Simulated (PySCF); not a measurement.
**[BiF3]2+: other functionals and bases at one geometry**

How far do other levels of theory move the description of [BiF3]2+, and what does each cost? The species was built from a template and needn't be a known compound.

Computed with PySCF 2.14.0. Level: several levels, as the steps say, no spin–orbit coupling.

3 further runs of the same task are left out: 2 for a known fault of the program, 1 set aside as unsound or not needed.

**1. Starting geometry**

4 atoms, charge 2, spin multiplicity 1.

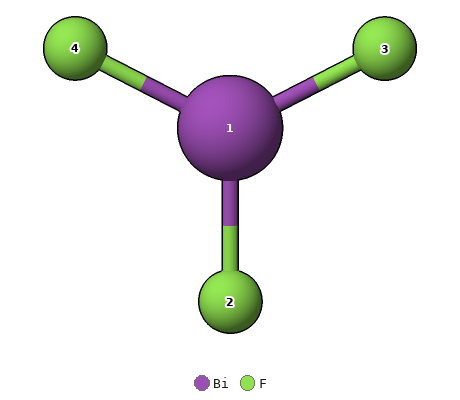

The geometry (bismuth purple, fluorine green); atoms are numbered from 1 in the order of the file.

Geometry (Å):

```xyz
4

Bi   -0.04145   -0.00005    0.00000
F     1.93682   -0.00166    0.00000
F    -0.94595    1.75915    0.00000
F    -0.94941   -1.75744    0.00000
```

Formal oxidation states: Bi +5. An earlier session relaxed this geometry at r2SCAN, Bi def2-SVP with ECP60, F def2-SVP (singlet, point group C2v).

At r2SCAN on the finer grid: E = -512.813468 Eh, HOMO -24.41 eV, LUMO -22.49 eV, Mulliken charge on Bi1 +2.18 e, largest force component 0.055 eV/Å. 

Levels to run: B3LYP; CAM-B3LYP; TPSSh; TPSS; r2SCAN, TZVP; r2SCAN, x2c-SVP. Hardware: 2 threads of Intel Xeon Platinum 8259CL at 2.50GHz (Skylake/Cascade Lake), shared host.

**2. B3LYP**

Input file run.py (the lines that set the calculation):

```python
mol = gto.M(atom='''
Bi    -0.04145    -0.00005     0.00000
F      1.93682    -0.00166     0.00000
F     -0.94595     1.75915     0.00000
F     -0.94941    -1.75744     0.00000''',
    basis={'Bi': 'def2-SVP', 'F': 'def2-SVP'},
    ecp={'Bi': 'def2-SVP'},
    charge=2, spin=0)
mf = dft.RKS(mol, xc='B3LYP')
mf.grids.atom_grid = (75, 302)
mf = mf.density_fit()  # fitting sets: Bi def2-universal-JKFIT, F def2-universal-JKFIT
mf.conv_tol = 1e-08; mf.max_cycle = 55
mf.kernel(dm0)  # dm0: the density of the relaxed state
```

The run is started by

```console
$ OMP_NUM_THREADS=2 python run.py
```

Log:

```text
init E= -512.894735573101
  HOMO = -0.945452005219461  LUMO = -0.8061635925894  gap/eV = 3.79023
cycle= 1 E= -512.895560769698  delta_E= -0.000825  |g|= 0.0348  |ddm|= 0.16
  HOMO = -0.937776085101312  LUMO = -0.801999457204726  gap/eV = 3.69467
cycle= 2 E= -512.894850323773  delta_E= 0.00071  |g|= 0.0705  |ddm|= 0.0982
  HOMO = -0.943954572214515  LUMO = -0.805126075157101  gap/eV = 3.77772
cycle= 3 E= -512.895804535036  delta_E= -0.000954  |g|= 0.00563  |ddm|= 0.0644
  HOMO = -0.943067714069596  LUMO = -0.805014073911174  gap/eV = 3.75663
cycle= 4 E= -512.895804783388  delta_E= -2.48e-07  |g|= 0.00554  |ddm|= 0.00899
  HOMO = -0.943384997418965  LUMO = -0.804825019158944  gap/eV = 3.77041
cycle= 5 E= -512.895811165841  delta_E= -6.38e-06  |g|= 0.000404  |ddm|= 0.00474
  HOMO = -0.943386507766053  LUMO = -0.804839204330033  gap/eV = 3.77006
cycle= 6 E= -512.895811201652  delta_E= -3.58e-08  |g|= 3.4e-05  |ddm|= 0.000508
  HOMO = -0.943383025684619  LUMO = -0.80483741731009  gap/eV = 3.77002
cycle= 7 E= -512.895811201905  delta_E= -2.53e-10  |g|= 7.6e-06  |ddm|= 4.32e-05
  HOMO = -0.94338380143561  LUMO = -0.804837372962897  gap/eV = 3.77004
Extra cycle  E= -512.895811201743  delta_E= 1.62e-10  |g|= 2.91e-05  |ddm|= 2.94e-05
converged SCF energy = -512.895811201743
```

Wall time 2.6 s (2 threads of Intel Xeon Platinum 8259CL at 2.50GHz (Skylake/Cascade Lake), shared host).

It gives: E = -512.895811 Eh, HOMO -25.67 eV, LUMO -21.90 eV, Mulliken charge on Bi1 +2.17 e, largest force component 0.082 eV/Å. 

**3. CAM-B3LYP**

run.py (the lines that set the calculation): that of step 2 with these lines changed.

```diff
@@ -8,3 +8,3 @@
     charge=2, spin=0)
-mf = dft.RKS(mol, xc='B3LYP')
+mf = dft.RKS(mol, xc='CAMB3LYP')
 mf.grids.atom_grid = (75, 302)
```

The run is started by

```console
$ OMP_NUM_THREADS=2 python run.py
```

Log:

```text
init E= -512.709218889315
  HOMO = -1.01304850773742  LUMO = -0.762299568183323  gap/eV = 6.82323
cycle= 1 E= -512.713211289352  delta_E= -0.00399  |g|= 0.0417  |ddm|= 0.271
  HOMO = -1.00688321137305  LUMO = -0.759307639953345  gap/eV = 6.73687
cycle= 2 E= -512.713193869226  delta_E= 1.74e-05  |g|= 0.0518  |ddm|= 0.084
  HOMO = -1.01278423577164  LUMO = -0.761760998285393  gap/eV = 6.83069
cycle= 3 E= -512.713686688692  delta_E= -0.000493  |g|= 0.0077  |ddm|= 0.0518
  HOMO = -1.01093928077823  LUMO = -0.76039250058427  gap/eV = 6.81773
cycle= 4 E= -512.71369827199  delta_E= -1.16e-05  |g|= 0.00477  |ddm|= 0.0101
  HOMO = -1.01167716179044  LUMO = -0.760285113297915  gap/eV = 6.84073
cycle= 5 E= -512.7137015963  delta_E= -3.32e-06  |g|= 0.00273  |ddm|= 0.00538
  HOMO = -1.01143309229536  LUMO = -0.7603178176185  gap/eV = 6.83319
cycle= 6 E= -512.713703099712  delta_E= -1.5e-06  |g|= 6.67e-05  |ddm|= 0.00235
  HOMO = -1.01142037525501  LUMO = -0.76030448164574  gap/eV = 6.83321
cycle= 7 E= -512.713703103299  delta_E= -3.59e-09  |g|= 1.34e-05  |ddm|= 0.000164
  HOMO = -1.01142077400923  LUMO = -0.760303344661647  gap/eV = 6.83325
Extra cycle  E= -512.713703103374  delta_E= -7.53e-11  |g|= 1.38e-05  |ddm|= 3.03e-05
converged SCF energy = -512.713703103374
```

It took 3.3 s on 2 threads of Intel Xeon Platinum 8259CL at 2.50GHz (Skylake/Cascade Lake), shared host.

It gives: E = -512.713703 Eh, HOMO -27.52 eV, LUMO -20.69 eV, Mulliken charge on Bi1 +2.18 e, largest force component 0.609 eV/Å. 

**4. TPSSh**

run.py (the lines that set the calculation): that of step 3 with these lines changed.

```diff
@@ -8,3 +8,3 @@
     charge=2, spin=0)
-mf = dft.RKS(mol, xc='CAMB3LYP')
+mf = dft.RKS(mol, xc='TPSSH')
 mf.grids.atom_grid = (75, 302)
```

The run is started by

```console
$ OMP_NUM_THREADS=2 python run.py
```

Log:

```text
init E= -512.76766336226
  HOMO = -0.91355558366247  LUMO = -0.809656784282119  gap/eV = 2.82723
cycle= 1 E= -512.768185811853  delta_E= -0.000522  |g|= 0.00819  |ddm|= 0.0876
  HOMO = -0.913071650810732  LUMO = -0.80995251174711  gap/eV = 2.80601
cycle= 2 E= -512.76817874197  delta_E= 7.07e-06  |g|= 0.00933  |ddm|= 0.021
  HOMO = -0.91429872368721  LUMO = -0.810067844453247  gap/eV = 2.83627
cycle= 3 E= -512.768182770724  delta_E= -4.03e-06  |g|= 0.00846  |ddm|= 0.0168
  HOMO = -0.913411679218061  LUMO = -0.809863902675609  gap/eV = 2.81768
cycle= 4 E= -512.768193836121  delta_E= -1.11e-05  |g|= 0.00427  |ddm|= 0.00944
  HOMO = -0.913469751271701  LUMO = -0.809729384075172  gap/eV = 2.82292
cycle= 5 E= -512.768197668258  delta_E= -3.83e-06  |g|= 0.000233  |ddm|= 0.00362
  HOMO = -0.913470484862235  LUMO = -0.809743290234753  gap/eV = 2.82256
cycle= 6 E= -512.768197681195  delta_E= -1.29e-08  |g|= 2.68e-05  |ddm|= 0.000348
  HOMO = -0.913468634906721  LUMO = -0.80974121541918  gap/eV = 2.82257
cycle= 7 E= -512.768197681278  delta_E= -8.25e-11  |g|= 1.45e-05  |ddm|= 2.51e-05
  HOMO = -0.913470026575384  LUMO = -0.809741562905845  gap/eV = 2.82260
Extra cycle  E= -512.768197680452  delta_E= 8.26e-10  |g|= 6.36e-05  |ddm|= 6.66e-05
converged SCF energy = -512.768197680452
```

It took 3.8 s on 2 threads of Intel Xeon Platinum 8259CL at 2.50GHz (Skylake/Cascade Lake), shared host.

Read off: E = -512.768198 Eh, HOMO -24.86 eV, LUMO -22.03 eV, Mulliken charge on Bi1 +2.17 e, largest force component 0.074 eV/Å. 

**5. TPSS**

run.py (the lines that set the calculation): that of step 4 with these lines changed.

```diff
@@ -8,3 +8,3 @@
     charge=2, spin=0)
-mf = dft.RKS(mol, xc='TPSSH')
+mf = dft.RKS(mol, xc='TPSS')
 mf.grids.atom_grid = (75, 302)
```

The run is started by

```console
$ OMP_NUM_THREADS=2 python run.py
```

Log:

```text
init E= -512.818477967963
  HOMO = -0.878184332114749  LUMO = -0.818185695421882  gap/eV = 1.63265
cycle= 1 E= -512.818772732451  delta_E= -0.000295  |g|= 0.0451  |ddm|= 0.121
  HOMO = -0.888531934315319  LUMO = -0.823956372385858  gap/eV = 1.75719
cycle= 2 E= -512.816360002678  delta_E= 0.00241  |g|= 0.119  |ddm|= 0.169
  HOMO = -0.880163676299944  LUMO = -0.819378305920271  gap/eV = 1.65405
cycle= 3 E= -512.819186759881  delta_E= -0.00283  |g|= 0.0168  |ddm|= 0.113
  HOMO = -0.881232757614373  LUMO = -0.819340683790976  gap/eV = 1.68417
cycle= 4 E= -512.819210104607  delta_E= -2.33e-05  |g|= 0.0133  |ddm|= 0.0255
  HOMO = -0.880787971997591  LUMO = -0.819480071445607  gap/eV = 1.66827
cycle= 5 E= -512.819250107614  delta_E= -4e-05  |g|= 0.000549  |ddm|= 0.0124
  HOMO = -0.880737148538709  LUMO = -0.819425597425884  gap/eV = 1.66837
cycle= 6 E= -512.819250158176  delta_E= -5.06e-08  |g|= 4.15e-05  |ddm|= 0.000383
  HOMO = -0.880737307297417  LUMO = -0.819427347194232  gap/eV = 1.66833
cycle= 7 E= -512.81925015848  delta_E= -3.04e-10  |g|= 2.39e-05  |ddm|= 7.89e-05
  HOMO = -0.880739233776825  LUMO = -0.81942764586541  gap/eV = 1.66837
Extra cycle  E= -512.81925015423  delta_E= 4.25e-09  |g|= 0.00014  |ddm|= 0.000144
converged SCF energy = -512.81925015423
```

It took 4.2 s on 2 threads of Intel Xeon Platinum 8259CL at 2.50GHz (Skylake/Cascade Lake), shared host.

It gives: E = -512.819250 Eh, HOMO -23.97 eV, LUMO -22.30 eV, Mulliken charge on Bi1 +2.11 e, largest force component 0.382 eV/Å. 

**6. r2SCAN, TZVP**

Basis: Bi def2-TZVP with ECP60, F def2-TZVP. 

Input file run.py (the lines that set the calculation):

```python
mol = gto.M(atom='''
Bi    -0.04145    -0.00005     0.00000
F      1.93682    -0.00166     0.00000
F     -0.94595     1.75915     0.00000
F     -0.94941    -1.75744     0.00000''',
    basis={'Bi': 'def2-TZVP', 'F': 'def2-TZVP'},
    ecp={'Bi': 'def2-TZVP'},
    charge=2, spin=0)
mf = dft.RKS(mol, xc='R2SCAN')
mf.grids.atom_grid = (75, 302)
mf = mf.density_fit()  # fitting sets: Bi def2-universal-JKFIT, F def2-universal-JKFIT
mf.conv_tol = 1e-08; mf.max_cycle = 55
mf.kernel(dm0)  # dm0: free metal ions and neutral atoms
```

The run is started by

```console
$ OMP_NUM_THREADS=2 python run.py
```

Log:

```text
init E= -507.509095346609
  HOMO = -1.12719897488388  LUMO = -0.943130516015625  gap/eV = 5.00876
cycle= 1 E= -512.134722199401  delta_E= -4.63  |g|= 2.61  |ddm|= 3.27
  HOMO = -0.570588627359597  LUMO = -0.534346623415578  gap/eV = 0.98620
cycle= 2 E= -505.04450288148  delta_E= 7.09  |g|= 6.18  |ddm|= 6.48
  HOMO = -0.884347432153794  LUMO = -0.799851472008307  gap/eV = 2.29925
cycle= 3 E= -513.171119438432  delta_E= -8.13  |g|= 0.456  |ddm|= 5.08
  HOMO = -0.804177821132217  LUMO = -0.798161474325736  gap/eV = 0.16371
cycle= 4 E= -511.420134467456  delta_E= 1.75  |g|= 2.48  |ddm|= 3.08
  HOMO = -0.901876593246682  LUMO = -0.831250304841348  gap/eV = 1.92184
cycle= 5 E= -513.219381872596  delta_E= -1.8  |g|= 0.13  |ddm|= 2.65
  HOMO = -0.883723428549939  LUMO = -0.820108959922596  gap/eV = 1.73104
cycle= 6 E= -513.217913227021  delta_E= 0.00147  |g|= 0.154  |ddm|= 0.262
  HOMO = -0.894641611530617  LUMO = -0.823278950468719  gap/eV = 1.94188
cycle= 7 E= -513.222479733457  delta_E= -0.00457  |g|= 0.0353  |ddm|= 0.138
  HOMO = -0.894845415281551  LUMO = -0.823385243720612  gap/eV = 1.94453
cycle= 8 E= -513.222154788348  delta_E= 0.000325  |g|= 0.0523  |ddm|= 0.0598
  HOMO = -0.894932736202468  LUMO = -0.823468354769012  gap/eV = 1.94464
cycle= 9 E= -513.222710149205  delta_E= -0.000555  |g|= 0.00764  |ddm|= 0.0422
  HOMO = -0.895429536892025  LUMO = -0.823609470293036  gap/eV = 1.95432
cycle= 10 E= -513.222720388469  delta_E= -1.02e-05  |g|= 0.000959  |ddm|= 0.00613
  HOMO = -0.895363742410137  LUMO = -0.823598022909373  gap/eV = 1.95284
cycle= 11 E= -513.222720571249  delta_E= -1.83e-07  |g|= 0.000101  |ddm|= 0.000805
  HOMO = -0.895362038530497  LUMO = -0.823593679710829  gap/eV = 1.95292
cycle= 12 E= -513.222720572731  delta_E= -1.48e-09  |g|= 2.41e-05  |ddm|= 8.98e-05
  HOMO = -0.895373293511562  LUMO = -0.823594853521147  gap/eV = 1.95319
Extra cycle  E= -513.222720569482  delta_E= 3.25e-09  |g|= 0.000128  |ddm|= 0.000118
converged SCF energy = -513.222720569482
```

Run time: 15 s. Hardware: 2 threads of Intel Xeon Platinum 8259CL at 2.50GHz (Skylake/Cascade Lake), shared host.

Result: E = -513.222721 Eh, HOMO -24.36 eV, LUMO -22.41 eV, Mulliken charge on Bi1 +2.15 e, largest force component 1.248 eV/Å. 

**7. r2SCAN, x2c-SVP**

Basis: Bi x2c-SVPall, F x2c-SVPall. All electrons are treated, with the spin-free X2C Hamiltonian.

Input file run.py (the lines that set the calculation):

```python
mol = gto.M(atom='''
Bi    -0.04145    -0.00005     0.00000
F      1.93682    -0.00166     0.00000
F     -0.94595     1.75915     0.00000
F     -0.94941    -1.75744     0.00000''',
    basis={'Bi': 'x2c-SVPall', 'F': 'x2c-SVPall'},
    nucmod='G',
    charge=2, spin=0)
mf = dft.RKS(mol, xc='R2SCAN')
mf.grids.atom_grid = (99, 590)
mf = mf.density_fit()  # fitting sets: Bi AutoAux, F AutoAux
mf = mf.sfx2c1e()
mf.conv_tol = 1e-08; mf.max_cycle = 55
mf.kernel(dm0)  # dm0: free metal ions and neutral atoms
```

The run is started by

```console
$ OMP_NUM_THREADS=2 python run.py
```

Log:

```text
init E= -21827.0923283113
  HOMO = -1.11436695864632  LUMO = -0.933029558286263  gap/eV = 4.93444
cycle= 1 E= -21831.4440693436  delta_E= -4.35  |g|= 2.31  |ddm|= 3.49
  HOMO = -0.559002806878115  LUMO = -0.537059870635471  gap/eV = 0.59710
cycle= 2 E= -21825.2158816554  delta_E= 6.23  |g|= 5.61  |ddm|= 7.09
  HOMO = -0.868419868558925  LUMO = -0.793637965413654  gap/eV = 2.03492
cycle= 3 E= -21832.4504041575  delta_E= -7.23  |g|= 0.387  |ddm|= 5.33
  HOMO = -0.804554495087817  LUMO = -0.797336990488008  gap/eV = 0.19640
cycle= 4 E= -21830.6506658258  delta_E=  1.8  |g|= 2.45  |ddm|=  3.4
  HOMO = -0.900955375738548  LUMO = -0.834343997481959  gap/eV = 1.81259
cycle= 5 E= -21832.4823028891  delta_E= -1.83  |g|= 0.141  |ddm|= 3.18
  HOMO = -0.896339425278839  LUMO = -0.827027892824218  gap/eV = 1.88606
cycle= 6 E= -21832.4857731696  delta_E= -0.00347  |g|= 0.0404  |ddm|= 0.157
  HOMO = -0.895417071152041  LUMO = -0.826646448459059  gap/eV = 1.87134
cycle= 7 E= -21832.4857212536  delta_E= 5.19e-05  |g|= 0.0398  |ddm|= 0.0653
  HOMO = -0.896085529051268  LUMO = -0.826883423072111  gap/eV = 1.88309
cycle= 8 E= -21832.485971936  delta_E= -0.000251  |g|= 0.0214  |ddm|= 0.0507
  HOMO = -0.897116145623675  LUMO = -0.827248042990738  gap/eV = 1.90121
cycle= 9 E= -21832.486068231  delta_E= -9.63e-05  |g|= 0.00437  |ddm|= 0.0217
  HOMO = -0.897053252009452  LUMO = -0.82717948939955  gap/eV = 1.90136
cycle= 10 E= -21832.4860723191  delta_E= -4.09e-06  |g|= 0.000454  |ddm|= 0.00611
  HOMO = -0.897086368452264  LUMO = -0.827202654744875  gap/eV = 1.90163
cycle= 11 E= -21832.4860723542  delta_E= -3.51e-08  |g|= 9.59e-05  |ddm|= 0.000454
  HOMO = -0.89708762088288  LUMO = -0.827201413208666  gap/eV = 1.90170
cycle= 12 E= -21832.486072356  delta_E= -1.77e-09  |g|= 2.63e-05  |ddm|= 0.000107
  HOMO = -0.897097548881578  LUMO = -0.827202057947455  gap/eV = 1.90195
Extra cycle  E= -21832.4860723523  delta_E= 3.73e-09  |g|= 0.000132  |ddm|= 0.000159
converged SCF energy = -21832.4860723523
```

Wall time 31 s (2 threads of Intel Xeon Platinum 8259CL at 2.50GHz (Skylake/Cascade Lake), shared host).

Read off: E = -21832.486072 Eh, HOMO -24.41 eV, LUMO -22.51 eV, Mulliken charge on Bi1 +2.24 e, largest force component 0.517 eV/Å. 

**8. All levels side by side**

| level | state | HOMO (eV) | gap (eV) | charge on Bi1 (e) | dipole (D) | largest force (eV/Å) | basis functions | time |
| --- | --- | --- | --- | --- | --- | --- | --- | --- |
| r2SCAN (relaxed here) | singlet | -24.41 | 1.92 | 2.18 | 0.27 | 0.05 | 68 | 12 s |
| B3LYP | singlet | -25.67 | 3.77 | 2.17 | 0.28 | 0.08 | 68 | 2.6 s |
| CAM-B3LYP | singlet | -27.52 | 6.83 | 2.18 | 0.30 | 0.61 | 68 | 3.3 s |
| TPSSh | singlet | -24.86 | 2.82 | 2.17 | 0.27 | 0.07 | 68 | 3.8 s |
| TPSS | singlet | -23.97 | 1.67 | 2.11 | 0.25 | 0.38 | 68 | 4.2 s |
| r2SCAN, TZVP | singlet | -24.36 | 1.95 | 2.15 | 0.26 | 1.25 | 143 | 15 s |
| r2SCAN, x2c-SVP | singlet | -24.41 | 1.90 | 2.24 | 0.28 | 0.52 | 104 | 31 s |

Times are on 2 threads of Intel Xeon Platinum 8259CL at 2.50GHz (Skylake/Cascade Lake), shared host; the first row also made further properties. The dipole of a charged species depends on the origin, so these sizes hold for this origin alone.

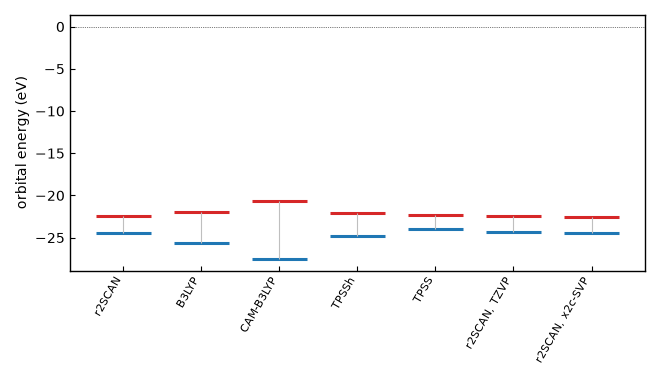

Highest filled and lowest empty level, method by method.

In one basis the HOMO–LUMO gap runs from 1.67 eV (TPSS) to 6.83 eV (CAM-B3LYP). The largest leftover force, 1.25 eV/Å with r2SCAN, TZVP, stands at a geometry relaxed at another level. The Mulliken charge on Bi spans +2.11 to +2.24 e over the levels. Total energies of different levels can't be compared. Spin–orbit coupling is left out throughout.
